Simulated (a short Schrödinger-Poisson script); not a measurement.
Structure: MOS inversion layer, HfO2 on p-type Si(100), at 300 K.

```csv
layer,material,thickness (nm),Na (cm⁻³)
1,HfO2,9.1,-
2,Si,1100,3.5e16
```

The device is made up for the run: typed textbook-type constants, with dimensions and the other settings drawn at random. HfO2: permittivity 22, conduction-band edge (eV) 1.55, gap (eV) 5.7, electron mass (mₑ) 0.2. Si: permittivity 11.7, conduction-band edge (eV) 0, gap (eV) 1.124, Nv at 300 K (cm⁻³) 3.1e19.

Channel valleys (confinement mass, in-plane density-of-states mass, number): Δ2 0.916, 0.19, 2; Δ4 0.19, 0.417, 4. At the gate the conduction-band edge of layer 1 lies 2.12 eV − eVg above the Fermi level of the channel; the field vanishes at the back. Gaps are held at their typed values at every temperature. Mesh 0.03 nm at interfaces.

Solved with a short Schrödinger-Poisson script written for these runs: 1D Poisson equation in equilibrium, electrons quantum, Hartree (BenDaniel-Duke, 12 states a valley, the channel's in-plane mass for all, wave functions ending at the dielectric), parabolic valleys, classical holes, full ionisation, no traps, pinning or gate leakage.

Only gate voltages with over 1e8 electrons/cm² are shown.

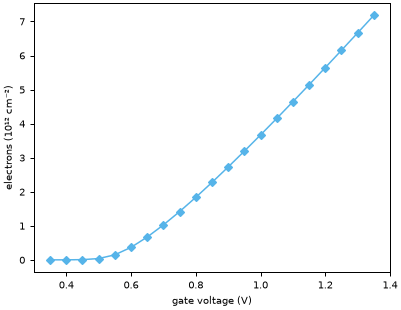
Fig. 1. Sheet density against gate voltage

```tsv
Vg (V)	electrons (cm⁻²)	C (μF/cm²)	Δ2 E0 (meV)	Δ2 E1 (meV)	Δ4 E0 (meV)	Δ4 E1 (meV)
0.35	1.91e8	0.0653	294.4	319.1	317.2	358.3
0.4	1.17e9	0.0686	246.8	272.1	270.1	312.3
0.45	7.08e9	0.0988	199.6	225.6	223.6	266.8
0.5	3.84e10	0.243	154.9	181.9	179.8	224.3
0.55	1.49e11	0.567	118.2	147.1	144.9	191.2
0.6	3.68e11	0.874	92.2	124.1	121.8	170.4
0.65	6.70e11	1.08	73.9	109.2	106.9	157.9
0.7	1.03e12	1.21	60.0	99.1	96.6	150.0
0.75	1.42e12	1.31	48.9	91.7	89.1	144.7
0.8	1.84e12	1.38	39.7	86.0	83.3	140.8
0.85	2.27e12	1.43	31.7	81.4	78.7	138.0
0.9	2.73e12	1.48	24.8	77.6	74.8	135.7
0.95	3.19e12	1.51	18.6	74.5	71.6	133.9
1	3.67e12	1.54	12.9	71.7	68.9	132.5
1.05	4.15e12	1.57	7.7	69.3	66.4	131.2
1.1	4.64e12	1.59	2.8	67.2	64.3	130.2
1.15	5.14e12	1.60	-1.7	65.2	62.3	129.3
1.2	5.65e12	1.62	-6.0	63.5	60.5	128.5
1.25	6.15e12	1.63	-10.1	61.8	58.9	127.8
1.3	6.67e12	1.65	-14.0	60.3	57.4	127.1
1.35	7.18e12	1.66	-17.8	58.9	55.9	126.5
```

Subbands count from the Fermi level.
